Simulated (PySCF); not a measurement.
# C4H8Ge: the cost of one run

The runs use PySCF 2.14.0, with density-fitted response routines of our own; the level of theory stands in each step. All values are computed, except where a source is named. Atoms count from 0, in the outputs and in this text.

## Step 1: The molecule as given

13 atoms, charge 0, multiplicity 1; geometry from: GFN2-xTB. The atoms were then displaced at random by about 0.01 Å, so the start is not that level's minimum.

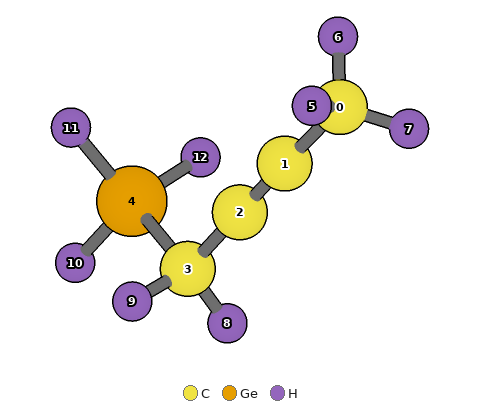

As it starts; carbon yellow, germanium amber, hydrogen purple, atoms numbered.

## Step 2: Geometry optimisation at PBE0-D3(BJ)/def2-SVP

What the job is given:

```
{"job": {"xc": "PBE0", "basis": "def2-SVP", "d3": "d3bj", "grid": 1, "shake": 0.01, "kind": "geom"}, "charge": 0, "multiplicity": 1}
C      2.741990     0.632410    -0.265430
C      1.430600     0.068910     0.049520
C      0.361840    -0.428930     0.319500
C     -0.870110    -1.004700     0.640620
Ge    -2.402330     0.116640    -0.006760
H      3.278520     0.859480     0.641720
H      2.590240     1.594570    -0.805220
H      3.311910    -0.017620    -0.902270
H     -0.981640    -1.991120     0.203570
H     -0.993320    -1.138740     1.736870
H     -3.723860    -0.509900     0.357470
H     -2.357940     1.483890     0.629410
H     -2.380070     0.318230    -1.487900
```

On the command line:

```bash
$ OMP_NUM_THREADS=1 python probes_run.py task.json out
```

This one command runs all jobs of the session in turn.

Q: Estimate the wall time and peak memory of this first job on 1 thread of Arm Neoverse N1, shared host.

About 49 s, with a peak of 0.52 GiB.
